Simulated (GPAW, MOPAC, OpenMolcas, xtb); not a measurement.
**CuF (fluorocopper): methods side by side**

CuF has 2 atoms, charge 0, and is taken as a singlet. As SMILES, `[F][Cu]`. Geometry: a GFN2-xTB relaxation, a rough one for these elements and not checked as a minimum.

```xyz
2

F     0.7304   -0.2616    0.3668
Cu   -0.7304    0.2616   -0.3668
```

Each level gives the dipole moment (D). The values are calculated.

```
                                             level            kind     program  value (D)   CPU time
                                               PM6  semi-empirical       MOPAC       4.17  under 2 s
                                               PM7  semi-empirical       MOPAC       6.35  under 2 s
                                          GFN0-xTB  semi-empirical         xtb       6.18  under 2 s
                                          GFN1-xTB  semi-empirical         xtb       5.35  under 2 s
                                       HF/ANO-L-MB    Hartree–Fock  OpenMolcas       5.72      2.1 s
                                       HF/ANO-S-MB    Hartree–Fock  OpenMolcas       5.79      1.7 s
                                         HF/STO-3G    Hartree–Fock  OpenMolcas       0.85      1.8 s
                                          HF/3-21G    Hartree–Fock  OpenMolcas       4.21      1.9 s
                                       HF/def2-SVP    Hartree–Fock  OpenMolcas       6.23      2.3 s
PBE/real-space grid (scalar-relativistic datasets)             GGA        GPAW       4.29       24 s
```

The values span 0.85 to 6.35 D. Magnitudes only: a small dipole may point the other way at some levels. Sets without polarisation functions give poor dipoles. CPU times are rough (shared hosts, several kinds of processor): they show what a rung costs within a factor of a few.

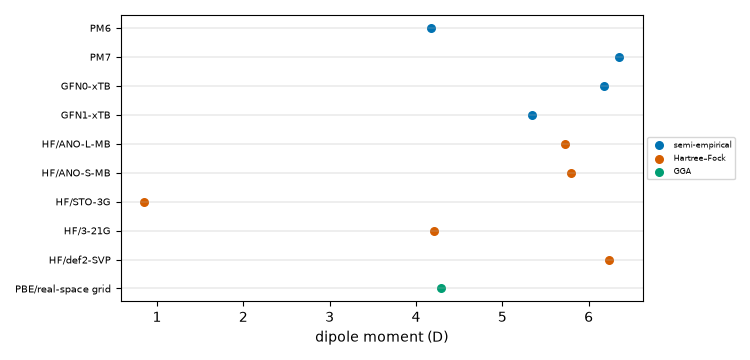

The values of the table, level by level.
